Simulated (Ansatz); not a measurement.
# Silicon, omega (AlB2-type) under LDA: structure, energy and stiffness, part 2 of 2

What does LDA give for silicon in the omega (AlB2-type) structure? We relax it, solve it on a dense k-mesh, then scale the cell to 7 volumes from 88 to 112 % of the relaxed one and try a fit of the equation of state. Spin polarisation is left out. The k-meshes are 8×8×12 for the relaxation; 11×11×16 for the dense run; 11×11×16 for the volumes.

Ansatz 0.2.0; DFT, LDA (PW92), plane waves (420 eV) with PAW, scalar-relativistic. The steps go on from the part before.

## (3) The energy on a finer k-mesh

File input.yaml:

```yaml
crystal:
  lattice:
    - [4.4180367493, 0.0, 0.0]
    - [-2.2090183747, 3.8261320597, 0.0]
    - [0.0, 0.0, 2.5339047928]
  atoms:
    - { symbol: Si, position: [1.0, 0.0, 0.0] }
    - { symbol: Si, position: [0.3333333333, 0.6666666667, 0.5] }
    - { symbol: Si, position: [0.6666666667, 0.3333333333, 0.5] }
hamiltonian:
  xc: lda
  pseudopotentials:
    kind: paw
    azcp:
      Si: "pseudopotentials/Si.paw.azcp"
basis:
  ecutwfc: 420
  fft_grid_basis: typed
kpoints:
  mp_grid: { grid: [11, 11, 16], shift: [0, 0, 0] }
magnetization:
  spin_polarized: false
scf:
  occupations: { method: fermi_dirac, width: 0.1 }
output:
  write_density: true
  write_potential: true
  elf: true
  volumetric_format: npy
```

What it wrote, shortened:

```text
Warning: <dir> the record states the generating functional pbe (its physics header spells it `PBE`), which answers neither for hamiltonian.xc's functional nor for the lda family's — results may be inconsistent (PPs are generated against a specific XC)
Warning: RAYON_NUM_THREADS=2 ignored (pool sized by the plan → 2); use --threads N
[...]
Pseudopotentials: kind: paw
Pseudopotential: Si, paw, valence charge 4, recommended cutoff 420 eV (normal), <dir>
Functional definition: SPW92
[...]
Crystal: 3 atoms, lattice volume = 42.833 Å³
Basis set: ecut = 420 eV, 855 PW (Γ)
Bands: 10, of which v1, the nominal top of the filled ones, is band 6 counted from 1 (5 counted from 0)
Symmetry: 24 space group operations
Space group: P6/mmm (ITA 191), of the structure as read, at distance tolerance 3.5e-5 Å
k-points: 144 of 1936
[...]
SCF iter   1: F=—  HF=-1824.724534 eV  |F-HF|=—  |Δ(HF+E_count)|=         —  Δρ=4.95e-3  dr2=9.34e-3  ethr=1.77e-3  ⟨swp⟩=5.3  Hψ=10177  notcnv=0
[...]
SCF iter   6: F=-1824.720441 eV  HF=-1824.720441 eV  |F-HF|=2.27e-12  |Δ(HF+E_count)|=  1.32e-11  Δρ=1.87e-7  dr2=7.94e-12  ethr=3.68e-12  ⟨swp⟩=1.0  Hψ=4394  notcnv=0
the search or the solves at the SCF's close seem to have found levels that the self-consistency loop had missed (the run counts 1). By its estimate they hold under 1e-12 electrons; where the run keeps them, the occupations were computed again with them
[...]
SCF converged after 6 iterations
Free energy (F): -1824.720441 eV
[...]
E sigma→0 (E₀):  -1824.698444 eV
Entropy (-TS):   -0.043993 eV (-14.664 meV/atom)
Fermi energy:    10.595786 eV
[...]
--- Band table (eV; the first three rows and the last of 144) ---
  k-point 0: bands = ["-3.8328", "5.1657", "5.3550", "6.0965", "6.0965", "6.1692", "6.1692", "16.8627", "18.2423", "21.3712"]
[...]
```

Run time: 2.9 s. Hardware: 2 threads of an Arm CPU, shared host; peak memory 0.32 GiB.

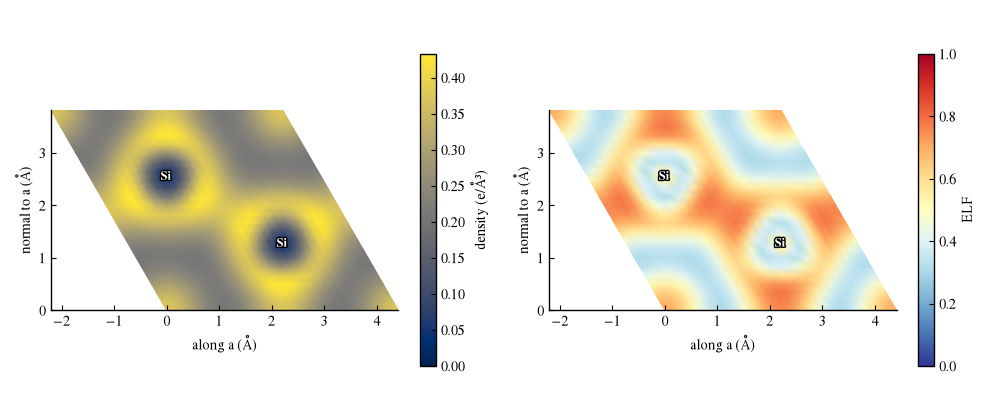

Density (left) and ELF (right) in a lattice plane of the grid's cell (edges 4.42 and 4.42 Å, at 0.500 of the third edge), which holds Si. Only atoms in the plane are labelled. Both are smooth fields of the valence electrons: close to the nuclei they are not physical.

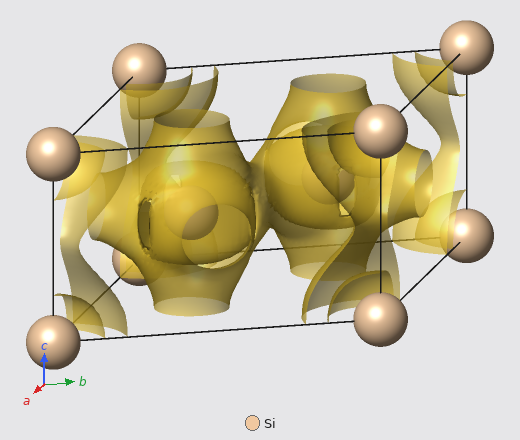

Surface of ELF = 0.62, drawn in one cell.

Maxima of ELF outside the ion cores: 0.80 on the Si–Si line, 0.9 Å from Si; 0.68 in the shell around Si, 0.9 Å from Si.

## (4) Volume × 0.88

input.yaml, as its differences from that of step 3:

```diff
@@ -2,5 +2,5 @@
   lattice:
-    - [4.4180367493, 0.0, 0.0]
-    - [-2.2090183747, 3.8261320597, 0.0]
-    - [0.0, 0.0, 2.5339047928]
+    - [4.233733802, 0.0, 0.0]
+    - [-2.116866901, 3.6665210253, 0.0]
+    - [0.0, 0.0, 2.428200348]
   atoms:
@@ -25,2 +25,3 @@
 output:
+  stress: true
   write_density: true
```

What it wrote, shortened:

```text
Warning: <dir> the record states the generating functional pbe (its physics header spells it `PBE`), which answers neither for hamiltonian.xc's functional nor for the lda family's — results may be inconsistent (PPs are generated against a specific XC)
Warning: RAYON_NUM_THREADS=2 ignored (pool sized by the plan → 2); use --threads N
[...]
[... 3 set-up lines as earlier in the session ...]
[...]
Crystal: 3 atoms, lattice volume = 37.693 Å³
Basis set: ecut = 420 eV, 735 PW (Γ)
Bands: 10, of which v1, the nominal top of the filled ones, is band 6 counted from 1 (5 counted from 0)
[... 1 set-up line as earlier in the session ...]
Space group: P6/mmm (ITA 191), of the structure as read, at distance tolerance 3.4e-5 Å
k-points: 144 of 1936
[...]
SCF iter   1: F=—  HF=-1824.481681 eV  |F-HF|=—  |Δ(HF+E_count)|=         —  Δρ=5.41e-3  dr2=1.11e-2  ethr=1.77e-3  ⟨swp⟩=5.3  Hψ=10279  notcnv=0
[...]
SCF iter   6: F=-1824.477448 eV  HF=-1824.477448 eV  |F-HF|=2.84e-11  |Δ(HF+E_count)|=   3.70e-8  Δρ=1.11e-6  dr2=4.43e-10  ethr=8.33e-10  ⟨swp⟩=8.1  Hψ=9198  notcnv=0
[...]
SCF converged after 6 iterations
Free energy (F): -1824.477448 eV
[...]
E sigma→0 (E₀):  -1824.455757 eV
Entropy (-TS):   -0.043381 eV (-14.460 meV/atom)
Fermi energy:    12.433844 eV
[...]
--- Stress (GPa, compression-positive) ---
       16.088645       0.000000       0.000000
        0.000000      16.088645       0.000000
        0.000000       0.000000      18.715738
  P = ⅓ Tr σ = 16.9643 GPa (169.643 kbar)
--- Band table (eV; the first three rows and the last of 144) ---
  k-point 0: bands = ["-3.2080", "7.1076", "7.3016", "7.3112", "7.3112", "7.3670", "7.3670", "19.4675", "20.4533", "24.8683"]
[...]
```

Wall time 3.4 s (2 threads of an Arm CPU, shared host); peak memory 0.32 GiB.

## (5) Volume × 0.92

input.yaml, as its differences from that of step 4:

```diff
@@ -2,5 +2,5 @@
   lattice:
-    - [4.233733802, 0.0, 0.0]
-    - [-2.116866901, 3.6665210253, 0.0]
-    - [0.0, 0.0, 2.428200348]
+    - [4.2969331762, 0.0, 0.0]
+    - [-2.1484665881, 3.7212532889, 0.0]
+    - [0.0, 0.0, 2.4644474882]
   atoms:
@@ -26,5 +26 @@
   stress: true
-  write_density: true
-  write_potential: true
-  elf: true
-  volumetric_format: npy
```

What it wrote, shortened:

```text
Warning: <dir> the record states the generating functional pbe (its physics header spells it `PBE`), which answers neither for hamiltonian.xc's functional nor for the lda family's — results may be inconsistent (PPs are generated against a specific XC)
Warning: RAYON_NUM_THREADS=2 ignored (pool sized by the plan → 2); use --threads N
[...]
[... 3 set-up lines as earlier in the session ...]
[...]
Crystal: 3 atoms, lattice volume = 39.406 Å³
Basis set: ecut = 420 eV, 747 PW (Γ)
Bands: 10, of which v1, the nominal top of the filled ones, is band 6 counted from 1 (5 counted from 0)
[... 2 set-up lines as earlier in the session ...]
k-points: 144 of 1936
[...]
SCF iter   1: F=—  HF=-1824.624936 eV  |F-HF|=—  |Δ(HF+E_count)|=         —  Δρ=5.31e-3  dr2=1.05e-2  ethr=1.77e-3  ⟨swp⟩=5.2  Hψ=10204  notcnv=0
[...]
SCF iter   6: F=-1824.620663 eV  HF=-1824.620663 eV  |F-HF|=4.27e-11  |Δ(HF+E_count)|=   6.11e-8  Δρ=1.23e-6  dr2=5.77e-10  ethr=8.33e-10  ⟨swp⟩=4.0  Hψ=4727  notcnv=0
[...]
SCF converged after 6 iterations
Free energy (F): -1824.620663 eV
[...]
E sigma→0 (E₀):  -1824.598523 eV
Entropy (-TS):   -0.044279 eV (-14.760 meV/atom)
Fermi energy:    11.775941 eV
[...]
--- Stress (GPa, compression-positive) ---
        9.680018       0.000000       0.000000
        0.000000       9.680018       0.000000
        0.000000       0.000000      10.843963
  P = ⅓ Tr σ = 10.0680 GPa (100.680 kbar)
```

It took 2 s on 2 threads of an Arm CPU, shared host; peak memory 0.32 GiB.

## (6) Volume × 0.96

input.yaml, as its differences from that of step 5:

```diff
@@ -2,5 +2,5 @@
   lattice:
-    - [4.2969331762, 0.0, 0.0]
-    - [-2.1484665881, 3.7212532889, 0.0]
-    - [0.0, 0.0, 2.4644474882]
+    - [4.3583262304, 0.0, 0.0]
+    - [-2.1791631152, 3.7744212335, 0.0]
+    - [0.0, 0.0, 2.4996586381]
   atoms:
```

What it wrote, shortened:

```text
Warning: <dir> the record states the generating functional pbe (its physics header spells it `PBE`), which answers neither for hamiltonian.xc's functional nor for the lda family's — results may be inconsistent (PPs are generated against a specific XC)
Warning: RAYON_NUM_THREADS=2 ignored (pool sized by the plan → 2); use --threads N
[...]
[... 3 set-up lines as earlier in the session ...]
[...]
Crystal: 3 atoms, lattice volume = 41.120 Å³
Basis set: ecut = 420 eV, 819 PW (Γ)
Bands: 10, of which v1, the nominal top of the filled ones, is band 6 counted from 1 (5 counted from 0)
[... 2 set-up lines as earlier in the session ...]
k-points: 144 of 1936
[...]
SCF iter   1: F=—  HF=-1824.701653 eV  |F-HF|=—  |Δ(HF+E_count)|=         —  Δρ=5.15e-3  dr2=9.94e-3  ethr=1.77e-3  ⟨swp⟩=5.2  Hψ=10168  notcnv=0
[...]
SCF iter   6: F=-1824.697461 eV  HF=-1824.697461 eV  |F-HF|=6.09e-11  |Δ(HF+E_count)|=  8.29e-10  Δρ=4.38e-7  dr2=9.75e-11  ethr=2.64e-11  ⟨swp⟩=1.4  Hψ=4485  notcnv=0
[...]
SCF converged after 6 iterations
Free energy (F): -1824.697461 eV
[...]
E sigma→0 (E₀):  -1824.675265 eV
Entropy (-TS):   -0.044393 eV (-14.798 meV/atom)
Fermi energy:    11.165391 eV
[...]
--- Stress (GPa, compression-positive) ---
        4.435651       0.000000       0.000000
       -0.000000       4.435651       0.000000
        0.000000       0.000000       4.596193
  P = ⅓ Tr σ = 4.4892 GPa (44.892 kbar)
```

Run time: 2.2 s. Hardware: 2 threads of an Arm CPU, shared host; peak memory 0.32 GiB.

## (7) Volume × 1.0

input.yaml, as its differences from that of step 6:

```diff
@@ -2,5 +2,5 @@
   lattice:
-    - [4.3583262304, 0.0, 0.0]
-    - [-2.1791631152, 3.7744212335, 0.0]
-    - [0.0, 0.0, 2.4996586381]
+    - [4.4180367493, 0.0, 0.0]
+    - [-2.2090183747, 3.8261320597, 0.0]
+    - [0.0, 0.0, 2.5339047928]
   atoms:
@@ -26 +26,5 @@
   stress: true
+  write_density: true
+  write_potential: true
+  elf: true
+  volumetric_format: npy
```

What it wrote, shortened:

```text
Warning: <dir> the record states the generating functional pbe (its physics header spells it `PBE`), which answers neither for hamiltonian.xc's functional nor for the lda family's — results may be inconsistent (PPs are generated against a specific XC)
Warning: RAYON_NUM_THREADS=2 ignored (pool sized by the plan → 2); use --threads N
[...]
[... 3 set-up lines as earlier in the session ...]
[...]
Crystal: 3 atoms, lattice volume = 42.833 Å³
Basis set: ecut = 420 eV, 855 PW (Γ)
Bands: 10, of which v1, the nominal top of the filled ones, is band 6 counted from 1 (5 counted from 0)
[... 2 set-up lines as earlier in the session ...]
k-points: 144 of 1936
[...]
SCF iter   1: F=—  HF=-1824.724534 eV  |F-HF|=—  |Δ(HF+E_count)|=         —  Δρ=4.95e-3  dr2=9.34e-3  ethr=1.77e-3  ⟨swp⟩=5.3  Hψ=10177  notcnv=0
[...]
SCF iter   6: F=-1824.720441 eV  HF=-1824.720441 eV  |F-HF|=2.27e-12  |Δ(HF+E_count)|=  1.32e-11  Δρ=1.87e-7  dr2=7.93e-12  ethr=3.68e-12  ⟨swp⟩=4.0  Hψ=6737  notcnv=0
the search or the solves at the SCF's close seem to have found levels that the self-consistency loop had missed (the run counts 1). By its estimate they hold under 1e-12 electrons; where the run keeps them, the occupations were computed again with them
[...]
SCF converged after 6 iterations
Free energy (F): -1824.720441 eV
[...]
E sigma→0 (E₀):  -1824.698444 eV
Entropy (-TS):   -0.043993 eV (-14.664 meV/atom)
Fermi energy:    10.595786 eV
[...]
--- Stress (GPa, compression-positive) ---
        0.143394      -0.000000       0.000000
        0.000000       0.143394       0.000000
        0.000000       0.000000      -0.378482
  P = ⅓ Tr σ = -0.0306 GPa (-0.306 kbar)
--- Band table (eV; the first three rows and the last of 144) ---
  k-point 0: bands = ["-3.8328", "5.1657", "5.3550", "6.0965", "6.0965", "6.1692", "6.1692", "16.8627", "18.2423", "21.3712"]
[...]
```

Wall time 3.1 s (2 threads of an Arm CPU, shared host); peak memory 0.33 GiB.

## (8) Volume × 1.04

input.yaml, as its differences from that of step 7:

```diff
@@ -2,5 +2,5 @@
   lattice:
-    - [4.4180367493, 0.0, 0.0]
-    - [-2.2090183747, 3.8261320597, 0.0]
-    - [0.0, 0.0, 2.5339047928]
+    - [4.476175479, 0.0, 0.0]
+    - [-2.2380877395, 3.8764816766, 0.0]
+    - [0.0, 0.0, 2.5672494692]
   atoms:
@@ -26,5 +26 @@
   stress: true
-  write_density: true
-  write_potential: true
-  elf: true
-  volumetric_format: npy
```

What it wrote, shortened:

```text
Warning: <dir> the record states the generating functional pbe (its physics header spells it `PBE`), which answers neither for hamiltonian.xc's functional nor for the lda family's — results may be inconsistent (PPs are generated against a specific XC)
Warning: RAYON_NUM_THREADS=2 ignored (pool sized by the plan → 2); use --threads N
[...]
[... 3 set-up lines as earlier in the session ...]
[...]
Crystal: 3 atoms, lattice volume = 44.546 Å³
Basis set: ecut = 420 eV, 903 PW (Γ)
Bands: 10, of which v1, the nominal top of the filled ones, is band 6 counted from 1 (5 counted from 0)
[... 2 set-up lines as earlier in the session ...]
k-points: 144 of 1936
[...]
SCF iter   1: F=—  HF=-1824.703811 eV  |F-HF|=—  |Δ(HF+E_count)|=         —  Δρ=4.72e-3  dr2=8.76e-3  ethr=1.77e-3  ⟨swp⟩=5.2  Hψ=10165  notcnv=0
[...]
SCF iter   6: F=-1824.699878 eV  HF=-1824.699878 eV  |F-HF|=5.05e-11  |Δ(HF+E_count)|=   1.19e-9  Δρ=4.24e-7  dr2=8.52e-11  ethr=2.62e-11  ⟨swp⟩=1.6  Hψ=4522  notcnv=0
[...]
SCF converged after 6 iterations
Free energy (F): -1824.699878 eV
[...]
E sigma→0 (E₀):  -1824.678138 eV
Entropy (-TS):   -0.043479 eV (-14.493 meV/atom)
Fermi energy:    10.062365 eV
[...]
--- Stress (GPa, compression-positive) ---
       -3.351707       0.000000      -0.000000
        0.000000      -3.351707      -0.000000
       -0.000000      -0.000000      -4.359169
  P = ⅓ Tr σ = -3.6875 GPa (-36.875 kbar)
```

Wall time 2.3 s (2 threads of an Arm CPU, shared host); peak memory 0.32 GiB.

## (9) Volume × 1.08

input.yaml, as its differences from that of step 8:

```diff
@@ -2,5 +2,5 @@
   lattice:
-    - [4.476175479, 0.0, 0.0]
-    - [-2.2380877395, 3.8764816766, 0.0]
-    - [0.0, 0.0, 2.5672494692]
+    - [4.5328419437, 0.0, 0.0]
+    - [-2.2664209719, 3.9255562746, 0.0]
+    - [0.0, 0.0, 2.5997497481]
   atoms:
```

What it wrote, shortened:

```text
Warning: <dir> the record states the generating functional pbe (its physics header spells it `PBE`), which answers neither for hamiltonian.xc's functional nor for the lda family's — results may be inconsistent (PPs are generated against a specific XC)
Warning: RAYON_NUM_THREADS=2 ignored (pool sized by the plan → 2); use --threads N
[...]
[... 3 set-up lines as earlier in the session ...]
[...]
Crystal: 3 atoms, lattice volume = 46.260 Å³
Basis set: ecut = 420 eV, 915 PW (Γ)
Bands: 10, of which v1, the nominal top of the filled ones, is band 6 counted from 1 (5 counted from 0)
[... 2 set-up lines as earlier in the session ...]
k-points: 144 of 1936
[...]
SCF iter   1: F=—  HF=-1824.647862 eV  |F-HF|=—  |Δ(HF+E_count)|=         —  Δρ=4.51e-3  dr2=8.33e-3  ethr=1.77e-3  ⟨swp⟩=5.2  Hψ=10145  notcnv=0
[...]
SCF iter   6: F=-1824.644097 eV  HF=-1824.644097 eV  |F-HF|=1.82e-12  |Δ(HF+E_count)|=   2.23e-9  Δρ=4.45e-7  dr2=4.45e-11  ethr=4.46e-11  ⟨swp⟩=1.3  Hψ=4504  notcnv=0
[...]
SCF converged after 6 iterations
Free energy (F): -1824.644097 eV
[...]
E sigma→0 (E₀):  -1824.622590 eV
Entropy (-TS):   -0.043014 eV (-14.338 meV/atom)
Fermi energy:    9.561848 eV
[...]
--- Stress (GPa, compression-positive) ---
       -6.180221      -0.000000       0.000000
       -0.000000      -6.180221      -0.000000
        0.000000      -0.000000      -7.561004
  P = ⅓ Tr σ = -6.6405 GPa (-66.405 kbar)
```

It took 2.6 s on 2 threads of an Arm CPU, shared host; peak memory 0.32 GiB.

## (10) Volume × 1.12

input.yaml, as its differences from that of step 9:

```diff
@@ -2,5 +2,5 @@
   lattice:
-    - [4.5328419437, 0.0, 0.0]
-    - [-2.2664209719, 3.9255562746, 0.0]
-    - [0.0, 0.0, 2.5997497481]
+    - [4.5881259525, 0.0, 0.0]
+    - [-2.2940629763, 3.9734336306, 0.0]
+    - [0.0, 0.0, 2.6314571382]
   atoms:
```

What it wrote, shortened:

```text
Warning: <dir> the record states the generating functional pbe (its physics header spells it `PBE`), which answers neither for hamiltonian.xc's functional nor for the lda family's — results may be inconsistent (PPs are generated against a specific XC)
Warning: RAYON_NUM_THREADS=2 ignored (pool sized by the plan → 2); use --threads N
[...]
[... 3 set-up lines as earlier in the session ...]
[...]
Crystal: 3 atoms, lattice volume = 47.973 Å³
Basis set: ecut = 420 eV, 939 PW (Γ)
Bands: 10, of which v1, the nominal top of the filled ones, is band 6 counted from 1 (5 counted from 0)
[... 2 set-up lines as earlier in the session ...]
k-points: 144 of 1936
[...]
SCF iter   1: F=—  HF=-1824.563539 eV  |F-HF|=—  |Δ(HF+E_count)|=         —  Δρ=4.34e-3  dr2=8.11e-3  ethr=1.77e-3  ⟨swp⟩=5.2  Hψ=10105  notcnv=0
[...]
SCF iter   6: F=-1824.559905 eV  HF=-1824.559905 eV  |F-HF|=9.09e-13  |Δ(HF+E_count)|=   3.60e-9  Δρ=4.41e-7  dr2=4.38e-11  ethr=7.68e-11  ⟨swp⟩=1.7  Hψ=4601  notcnv=0
[...]
SCF converged after 6 iterations
Free energy (F): -1824.559905 eV
[...]
E sigma→0 (E₀):  -1824.538554 eV
Entropy (-TS):   -0.042703 eV (-14.234 meV/atom)
Fermi energy:    9.091907 eV
[...]
--- Stress (GPa, compression-positive) ---
       -8.463697       0.000000       0.000000
       -0.000000      -8.463697       0.000000
        0.000000       0.000000     -10.123845
  P = ⅓ Tr σ = -9.0171 GPa (-90.171 kbar)
```

Run time: 2.6 s. Hardware: 2 threads of an Arm CPU, shared host; peak memory 0.32 GiB.

## (11) Energy and pressure against volume

All volumes keep the relaxed shape and fractional coordinates.

```tsv
V (Å³/atom)	E − E₀ (meV/atom)	P from the stress (GPa)	P from the fit (GPa)
12.564	80.9	16.96	16.92
13.135	33.3	10.07	10.04
13.707	7.7	4.49	4.49
14.278	0.0	-0.03	-0.01
14.849	6.8	-3.69	-3.65
15.420	25.3	-6.64	-6.62
15.991	53.3	-9.02	-9.03
```

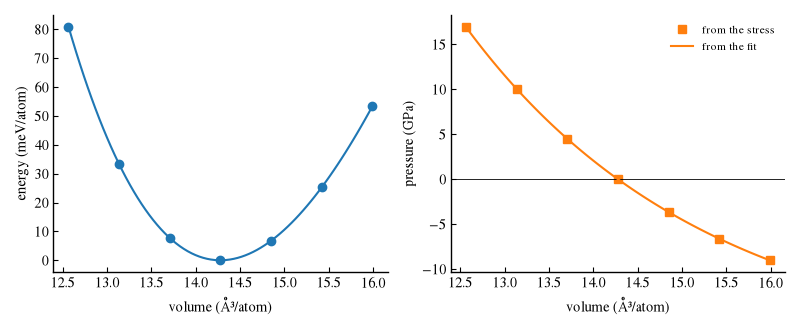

Energy and pressure against volume; the lines are the Birch-Murnaghan fit.

A third-order Birch-Murnaghan fit gives V₀ = 14.277 Å³/atom, B₀ = 101 GPa and B₀′ = 4.2; it misses no point by more than 0.02 meV/atom.

## (12) Summary of results

This closing draws on all 2 parts.

| quantity | value |
| --- | --- |
| space group (spins left aside) | P6/mmm (No. 191) |
| conventional cell | a = 4.418 Å, c = 2.534 Å (c/a = 0.574) |
| volume | 14.278 Å³/atom |
| shortest distance | 2.534 Å |
| gap on the mesh | none (levels filled in part) |
| relative to diamond | +415 meV/atom |
| highest ELF outside the cores | 0.80, 0.88 Å from the nearest atom |
| V₀, B₀, B₀′ | 14.277 Å³/atom, 101 GPa, 4.2 |

**Reading.** The relaxation shrank the cell by 4.9 % in volume. It lies 415 meV/atom above the element's reference form at the same level (diamond, from a run of its own), so it is far from stable. Levels at the Fermi energy are filled in part, as in a metal. The fitted modulus is 101 GPa; letting shape and positions relax at each volume could only lower it. The symmetry was held, so the structure may be unstable against distortions that break it.
